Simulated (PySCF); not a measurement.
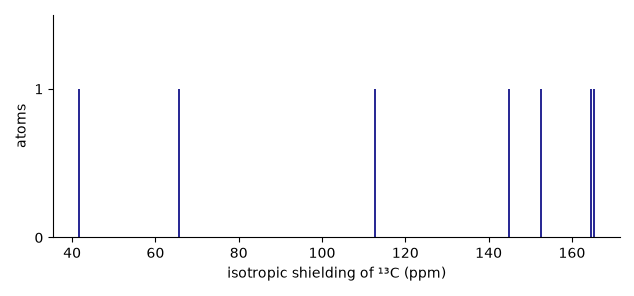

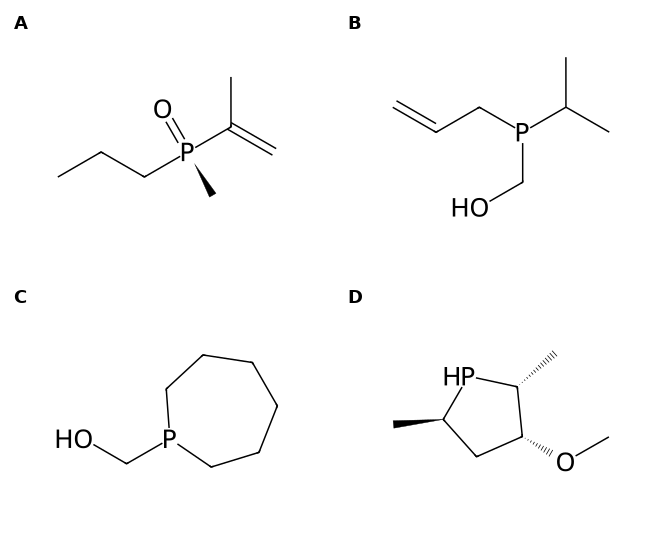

The sticks are computed shieldings of one of the molecules, for one fixed geometry (GFN2-xTB) without averaging over rotations. Low shielding means a high chemical shift. Method: GIAO PBE0/pcSseg-1 NMR shielding, non-relativistic, gas phase (PySCF 2.14.0).

**Which molecule gives this pattern?**

B, `C=CCP(CO)C(C)C`. Its 7 C atoms give lines at 41.6, 65.7, 112.8, 144.9, 152.5, 164.5, 165.3 ppm.

The geometry is semi-empirical. Around P such bond lengths and angles can be off by a tenth of an ångström or more and by several degrees, and values that hang on the shape move with them.
